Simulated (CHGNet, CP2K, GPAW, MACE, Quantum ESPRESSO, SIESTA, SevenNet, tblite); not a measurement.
# Random packing of As (59 atoms) in SIESTA

Aim: run random packing of As (59 atoms) in SIESTA and see how near its forces come to a plane-wave reference, and at what cost.

Program: SIESTA 5.4.2. Level of theory: the method is named at each step. Results are calculated unless marked as measured.

## (1) The starting structure

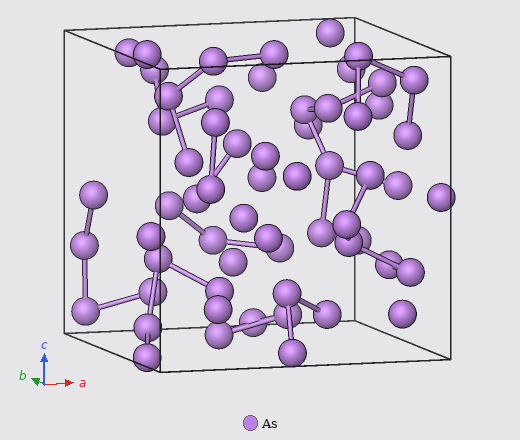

The cell as given, slightly off an axis (arsenic purple). Bonds to atoms that aren't drawn are left out. Some periodic images of atoms are drawn too.

The cell holds 59 atoms: 59 As. Cell: a = 11.253 Å, b = 11.253 Å, c = 11.253 Å, α = 90.0°, β = 90.0°, γ = 90.0°. 59 atoms (59 As) packed at random in a cube at 5.15 g/cm³ and pushed apart as soft spheres; a start for melting by ab initio MD, not an equilibrated structure. Then every atom was moved at random, 0.02 Å r.m.s. a Cartesian component.

The yardstick, on the same geometry:

- method: Kohn-Sham DFT, PBE, SSSP efficiency 1.3.0 pseudopotentials, plane waves (Quantum ESPRESSO 7.5); sssp-pbe-1.3.0-efficiency, cutoffs 45/360 Ry, Γ point
- r.m.s. force component: 0.7787 eV/Å
- longest force: 3.688 eV/Å
- pressure: 0.808 GPa
- time: 88 s on 4 MPI ranks of Intel Xeon Platinum 8488C (Sapphire Rapids), shared host
- CPU time: 5.8 min

## (2) PBE, TZP, shift 0.01 Ry, mesh 300 Ry

Method: Kohn-Sham DFT, PBE, PseudoDojo 0.4.1 norm-conserving pseudopotentials (converted to PSML), numerical atomic orbitals (TZP), diagonalisation.

The .psml files are PseudoDojo norm-conserving potentials that we converted to this format, checked against plane waves on the same files for H, C, O, Si, Ge and Ca alone.

Input file input.fdf:

```
SystemLabel cell
NumberOfAtoms 59
NumberOfSpecies 1
%block ChemicalSpeciesLabel
  1 33 As
%endblock ChemicalSpeciesLabel
LatticeConstant 1.0 Ang
%block LatticeVectors
  11.25310 0.00000 0.00000
  0.00000 11.25310 0.00000
  0.00000 0.00000 11.25310
%endblock LatticeVectors
PAO.BasisSize TZP
PAO.EnergyShift 0.01 Ry
XC.Functional GGA
XC.Authors PBE
MeshCutoff 300 Ry
%block kgrid_Monkhorst_Pack
  1 0 0 0.0
  0 1 0 0.0
  0 0 1 0.0
%endblock kgrid_Monkhorst_Pack
SolutionMethod diagon
OccupationFunction FD
ElectronicTemperature 580 K
SCF.Mixer.Method Pulay
SCF.Mixer.Weight 0.05
SCF.Mixer.History 8
SCF.Mix Hamiltonian
MaxSCFIterations 300
SCF.DM.Tolerance 1e-04
SCF.H.Tolerance 1.0e-3 eV
WriteForces T
Write.HirshfeldPop T
Write.VoronoiPop T
Write.DM F
Write.H F
XML.Write F
AtomicCoordinatesFormat Fractional
%block AtomicCoordinatesAndAtomicSpecies
  0.07597 0.32601 0.40330 1
  0.15871 0.80721 0.94410 1
  0.03914 0.81416 0.47892 1
  0.71279 0.40792 0.78877 1
  0.23512 0.13619 0.79705 1
  0.97606 0.67498 0.75340 1
  0.47256 0.81482 0.77466 1
  0.50009 0.96478 0.29106 1
  0.81729 0.70360 0.99497 1
  0.94101 0.26985 0.70723 1
  0.91820 0.46566 0.85659 1
  0.92833 0.42212 0.26157 1
  0.29225 0.94536 0.86439 1
  0.92841 0.20274 0.26468 1
  0.44997 0.26589 0.66014 1
  0.06710 0.33968 0.00226 1
  0.60195 0.76309 0.51940 1
  0.42378 0.41222 0.43800 1
  0.26035 0.76710 0.71903 1
  0.31086 0.38720 0.96367 1
  0.92307 0.74211 0.30157 1
  0.42157 0.66468 0.02063 1
  0.52695 0.27332 0.20262 1
  0.18613 0.58457 0.29219 1
  0.59366 0.82941 0.03276 1
  0.72383 0.12458 0.99625 1
  0.64574 0.62765 0.08291 1
  0.76704 0.13293 0.60046 1
  0.41334 0.12357 0.40906 1
  0.70623 0.63391 0.75530 1
  0.13344 0.53373 0.07338 1
  0.25501 0.84937 0.14567 1
  0.69878 0.37558 0.11329 1
  0.99198 0.07453 0.52550 1
  0.47830 0.02028 0.62396 1
  0.26565 0.20068 0.17034 1
  0.52889 0.41454 0.97315 1
  0.34478 0.66018 0.47320 1
  0.25036 0.45931 0.62287 1
  0.05576 0.94755 0.07775 1
  0.69939 0.87172 0.26885 1
  0.68146 0.00124 0.81564 1
  0.21908 0.13719 0.57677 1
  0.46506 0.60573 0.65738 1
  0.97607 0.96661 0.83651 1
  0.65316 0.03312 0.45583 1
  0.71874 0.21041 0.37113 1
  0.35714 0.46340 0.19342 1
  0.48487 0.70912 0.25228 1
  0.32747 0.89844 0.42095 1
  0.19646 0.50943 0.83740 1
  0.77697 0.81144 0.67915 1
  0.83676 0.00797 0.15583 1
  0.04666 0.93277 0.29710 1
  0.51166 0.17065 0.01992 1
  0.74709 0.58155 0.35412 1
  0.76545 0.55332 0.57921 1
  0.98067 0.49074 0.51210 1
  0.93323 0.17877 0.90164 1
%endblock AtomicCoordinatesAndAtomicSpecies
```

Launch:

```sh
> OMP_NUM_THREADS=1 mpirun -np 2 siesta < input.fdf > output.txt
```

Log:

```text
Version         : 5.4.2
reinit: System Name:
reinit: System Label: cell
initatom: Reading input for the pseudopotentials and atomic orbitals ----------
Species number:   1 Atomic number:   33 Label: As
Ground state valence configuration (from tables):   4s02  4p03  4d00  4f00
---- Processing specs for species: As
GGA--PBE XC_GGA_X_PBE--XC_GGA_C_PBE pb
Semicore shell(s) with 10 electrons included in the valence for As
Semicore shell(s): 3d
Fallback to non-perturbative polarization scheme for As
Please see the manual if this is not desired in principle
As pseudopotential only contains V_ls up to l=2 -- lmxkb reset.
Using PAO.SplitTailNorm
%block ChemicalSpeciesLabel
    1   33 As                      # Species index, atomic number, species label
%endblock ChemicalSpeciesLabel
%block PAO.Basis                 # Define Basis set
As                    4                    # Species label, number of l-shells
 n=4   0   3                         # n, l, Nzeta
   4.878      3.442      3.882
   1.000      1.000      1.000
 n=4   1   3                         # n, l, Nzeta
   6.330      4.543      5.103
   1.000      1.000      1.000
 n=3   2   1                         # n, l, Nzeta
   2.547
   1.000
 n=4   2   1                         # n, l, Nzeta
   6.330
   1.000
%endblock PAO.Basis
coor:   Atomic-coordinates input format  =     Fractional
siesta: System type = bulk
initatomlists: Number of atoms, orbitals, and projectors:     59  1298  1062
siesta: ******************** Simulation parameters ****************************
Total number of electrons:   885.000000
Total ionic charge:   885.000000
 Kpoints in:            1 . Kpoints trimmed:            1
siesta: k-grid: Number of k-points = 1
siesta: k-points from Monkhorst-Pack grid
siesta: k-cutoff (effective) =     5.627 Ang
siesta: k-point supercell and displacements
siesta: k-grid:     1     0     0      0.000
siesta: k-grid:     0     1     0      0.000
siesta: k-grid:     0     0     1      0.000
                     ====================================
                        Single-point calculation
                     ====================================
outcell: Unit cell vectors (Ang):
       11.253100    0.000000    0.000000
        0.000000   11.253100    0.000000
        0.000000    0.000000   11.253100
outcell: Cell vector modules (Ang)   :   11.253100   11.253100   11.253100
outcell: Cell angles (23,13,12) (deg):     90.0000     90.0000     90.0000
outcell: Cell volume (Ang**3)        :   1425.0055
Gamma-point calculation with multiply-connected orbital pairs
Folding of H and S implicitly performed
Gamma-point calculation with multiply-connected orbital pairs
Folding of H and S implicitly performed
new_DM -- step:     1
Initializing Density Matrix...
Attempting to read DM from file... Failed...
DM filled with atomic data:
InitMesh: MESH = 120 x 120 x 120 = 1728000
InitMesh: Mesh cutoff (required, used) =   300.000   314.282 Ry
stepf: Fermi-Dirac step function
        iscf     Eharris(eV)        E_KS(eV)     FreeEng(eV)     dDmax    Ef(eV) dHmax(eV)
   scf:    1  -170197.837692  -170171.503654  -170171.785631  0.972536 -3.353349  5.698349
   scf:    2  -170178.640602  -170175.837561  -170176.125178  0.054172 -3.371637  3.783591
   scf:    3  -170179.010175  -170177.704307  -170177.993281  0.045153 -3.400199  2.807430
   scf:    4  -170179.960787  -170179.078411  -170179.368818  0.037743 -3.465360  2.096263
   scf:    5  -170180.308379  -170179.816978  -170180.117149  0.029694 -3.561093  1.435609
   scf:    6  -170180.116459  -170180.007667  -170180.312978  0.012864 -3.619040  0.809256
   scf:    7  -170180.104510  -170180.062560  -170180.368944  0.007292 -3.637714  0.600446
   scf:    8  -170180.132323  -170180.105716  -170180.412620  0.008543 -3.658599  0.305217
   scf:    9  -170180.138755  -170180.124899  -170180.432008  0.006503 -3.666402  0.159708
   scf:   10  -170180.135995  -170180.131190  -170180.438088  0.004137 -3.669826  0.096543
   scf:   11  -170180.136532  -170180.134108  -170180.440740  0.002148 -3.670805  0.066157
   scf:   12  -170180.136876  -170180.135665  -170180.442129  0.001850 -3.671396  0.040120
[...]
scf:   17  -170180.136381  -170180.136398  -170180.442798  0.000230 -3.670446  0.004418
   scf:   18  -170180.136398  -170180.136398  -170180.442803  0.000083 -3.670382  0.003366
   scf:   19  -170180.136416  -170180.136408  -170180.442806  0.000097 -3.670378  0.002180
   scf:   20  -170180.136413  -170180.136410  -170180.442807  0.000035 -3.670383  0.001610
   scf:   21  -170180.136418  -170180.136414  -170180.442807  0.000044 -3.670372  0.000718
SCF Convergence by DM+H criterion
max |DM_out - DM_in|         :     0.0000441775
max |H_out - H_in|      (eV) :     0.0007183037
SCF cycle converged after 21 iterations
Using DM_out to compute the final energy and forces
siesta: E_KS(eV) =          -170180.1364
siesta: E_KS - E_eggbox =   -170180.1364
siesta: Atomic forces (eV/Ang):
     1    1.747442   -0.912305   -0.153377
     2   -1.651848   -3.256020   -0.269944
     3   -0.159810   -0.579746    1.506293
     4   -0.513746   -1.472019   -0.070260
     5   -0.525065    1.887658   -0.355919
     6    0.028484    0.188995   -0.082386
     7    0.665305    0.135482    0.432896
     8   -1.416694   -0.555969   -2.076711
     9    1.553070    0.878875   -1.352066
    10   -0.046215    1.037778   -0.987192
    11    0.043960    0.703917    0.307685
    12   -0.779573    2.010970   -0.603929
[...]
55   -1.779660   -0.840059   -1.626240
    56   -0.014729   -0.382993    0.175918
    57    0.422022   -2.385490   -3.049864
    58    0.215385    0.865944    0.887389
    59    0.045439   -1.393985    0.748981
----------------------------------------
   Tot    0.004797    0.003612    0.002307
----------------------------------------
   Max    4.542556
   Res    1.142875    sqrt( Sum f_i^2 / 3N )
----------------------------------------
   Max    4.542556    constrained
Stress tensor Voigt[x,y,z,yz,xz,xy] (kbar):      -29.89      -46.64      -31.66       -5.96        0.35       -3.51
(Free)E + p*V (eV/cell)  -170148.3665
Target enthalpy (eV/cell)  -170180.4428
siesta: Program's energy decomposition (eV):
siesta: Ebs     =    -26174.066266
siesta: Eions   =    176138.656321
siesta: Ena     =      5295.790255
siesta: Ekin    =    122545.803001
siesta: Enl     =    -84106.013185
siesta: DEna    =       334.475093
siesta: DUscf   =         7.978882
siesta: Ex      =    -36167.913870
siesta: Ec      =     -1951.600269
siesta: Exc     =    -38119.514139
siesta: Eharris =   -170180.136418
siesta: Etot    =   -170180.136414
siesta: FreeEng =   -170180.442807
siesta: Final energy (eV):
siesta:  Band Struct. =  -26174.066266
siesta:       Kinetic =  122545.803001
siesta:       Hartree =   53640.661777
siesta:         Exch. =  -36167.913870
siesta:         Corr. =   -1951.600269
siesta:   Exch.-corr. =  -38119.514139
siesta:  Ion-electron = -230281.311126
siesta:       Ion-ion =  -77965.775927
siesta:         Total = -170180.136414
siesta:         Fermi =      -3.670372
siesta: Stress tensor (static) (eV/Ang**3):
siesta:    -0.018658   -0.002190    0.000219
siesta:    -0.002190   -0.029111   -0.003720
siesta:     0.000219   -0.003720   -0.019761
siesta: Cell volume =       1425.005481 Ang**3
siesta: Pressure (static):
siesta:                Solid            Molecule  Units
siesta:           0.00024516          0.00025764  Ry/Bohr**3
siesta:           0.02250957          0.02365541  eV/Ang**3
siesta:          36.06431384         37.90014906  kBar
    Orbital volume contribution        =          44.149011 eV
    (Free)E + p_basis*V_orbitals       =     -170136.293797 eV
    (Free)Eharris+ p_basis*V_orbitals  =     -170136.293800 eV
Hirshfeld Atomic Populations:
Atom #   charge [q] valence [e]  Species
     1     0.036622   14.963378  As
     2     0.031872   14.968128  As
     3     0.010319   14.989681  As
     4     0.016274   14.983726  As
     5    -0.014535   15.014535  As
     6     0.008278   14.991722  As
     7    -0.004953   15.004953  As
     8     0.005175   14.994825  As
     9    -0.039885   15.039885  As
    10     0.010245   14.989755  As
    11    -0.010652   15.010652  As
    12     0.007734   14.992266  As
[...]
--------------------
 Total    -0.000051
Voronoi Atomic Populations:
Atom #   charge [q] valence [e]  Species
[...]
55    -0.011785   15.011785  As
    56     0.027765   14.972235  As
    57    -0.023923   15.023923  As
    58    -0.008227   15.008227  As
    59     0.008830   14.991170  As
--------------------
 Total    -0.000051
```

Wall time 4 min (2 MPI ranks of Intel Xeon Platinum 8488C (Sapphire Rapids), shared host); peak memory 1.3 GiB; 8 min of CPU time.

Banners, paths, timers and routine set-up lines are dropped from the logs unmarked, and long logs keep their key lines alone; longer cuts are marked.

Numbers from this run, and their distance from the reference:

| Property | Result |
| --- | --- |
| r.m.s. force component | 1.143 eV/Å |
| r.m.s. difference of force components | 487.2 meV/Å |
| longest difference of force vectors | 1405 meV/Å |
| force difference over r.m.s. force | 62.56 % |
| slope of forces against the reference's | 1.381 |
| correlation of force components | 0.9412 |
| pressure | 3.607 GPa |
| pressure difference | 2.799 GPa |

This run lies far from the reference in forces at the same functional. Basis and potentials both differ; the latter hold 885 valence electrons against the reference's 295.

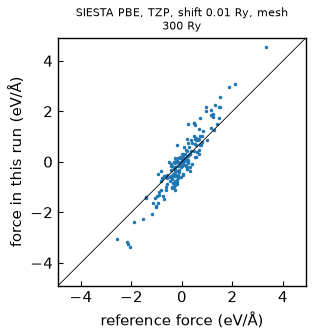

Force components against those of the reference; the line marks equality.

A closer look about As29, picked at random: 10 atoms, nearest first, numbered in the order of the input, with positions taken from that point.

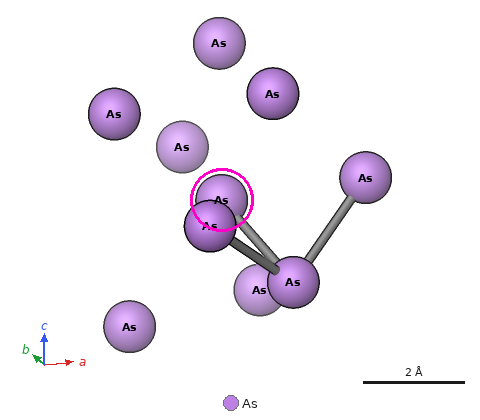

The atoms of the table, within 3.3 Å (arrows a, b, c point along x, y, z); some may hide others; the central atom is ringed.

```tsv
atom	x	y	z	distance (Å)	Hirshfeld charge (e)	Fx	Fy	Fz (eV/Å)
As29	0.00	0.00	0.00	0.00	0.02	-1.14	2.58	0.29
As8	0.98	-1.79	-1.33	2.43	0.01	-1.42	-0.56	-2.08
As50	-0.97	-2.53	0.13	2.71	0.01	-0.19	-0.13	0.47
As35	0.73	-1.16	2.42	2.78	0.01	-0.38	0.08	0.30
As43	-2.19	0.15	1.89	2.89	-0.04	-0.51	-0.07	-0.28
As46	2.70	-1.02	0.53	2.93	0.00	-0.64	-3.20	-0.02
As23	1.28	1.69	-2.32	3.14	0.02	-0.47	0.24	2.95
As18	0.12	3.25	0.33	3.27	-0.03	-0.01	0.27	1.25
As15	0.41	1.60	2.83	3.27	-0.01	-0.75	-0.02	-0.57
As36	-1.66	0.87	-2.69	3.28	-0.03	0.30	0.85	0.07
```

Forces lie 63 % from the reference's, at 1.4 times its CPU time (on 2 against 4 cores).

## (3) Outcome

| Quantity | Value |
| --- | --- |
| force difference from the reference | SIESTA PBE, TZP, shift 0.01 Ry, mesh 300 Ry, 63 % |
| its CPU time | 8 min |

**Reading.** The PBE run in local orbitals differs by 63 % (SIESTA PBE, TZP, shift 0.01 Ry, mesh 300 Ry); basis, grid and potentials can all enter, and differences of this size make the forces unusable. In pressure, SIESTA PBE, TZP, shift 0.01 Ry, mesh 300 Ry misses by +2.8 GPa, at the same functional. The potentials hold different valence shells: 295 electrons in the reference, 885 in SIESTA; this bears on time and differences. The reference's pressure holds the uncorrected Pulay stress of its 45 Ry basis, so small pressure differences, and their order, may be the reference's own error. The electron count is odd in QE PBE, sssp-1.3.0-efficiency, 45/360 Ry and SIESTA PBE, TZP, shift 0.01 Ry, mesh 300 Ry, and they have no spin polarisation, so the unpaired electron is spread evenly over both spins. The electronic-structure runs sample only Γ, in a cell whose shortest periodic width is 11 Å, which is coarse for a cell with partly filled levels.

[Also dropped from logs without a mark: logging warnings of Python, and SIESTA's first energy breakdown and zero terms.]

[Logs are printed without paths, hosts, clocks, repeated set-up lines and the standing remarks that a program may print on its own settings, such as how far it seeks lower states.]

[Hosts, paths, dates, database ids (printed as entryN), source tags and the programs' standing remarks are cut or masked in the printed files.]
